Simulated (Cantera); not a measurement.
Charge: 1 mol CO₂, 0.63 mol H₂O, 5.1 mol O₂, held at 1.70e7 Pa.

These are equilibrium values from Cantera (NASA tables, ideal gas, pure condensed phases), not measurements of a reactor. Candidate condensed phases: C, C₆H₆, C₇H₈, C₈H₁₈, H₂O; 110 gas species. The ideal-gas law is rough above about 30 bar. Kinetics and transport are ignored.

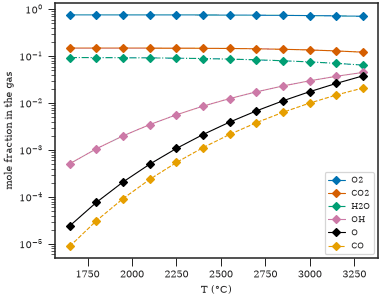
Figure. Equilibrium gas composition (values under 1e-9 drawn at 1e-9)

Read off the mole fractions at 3150 °C.

O₂ about 0.72, CO₂ about 0.13, H₂O about 0.070, OH about 0.037, O about 0.026, CO about 0.015.
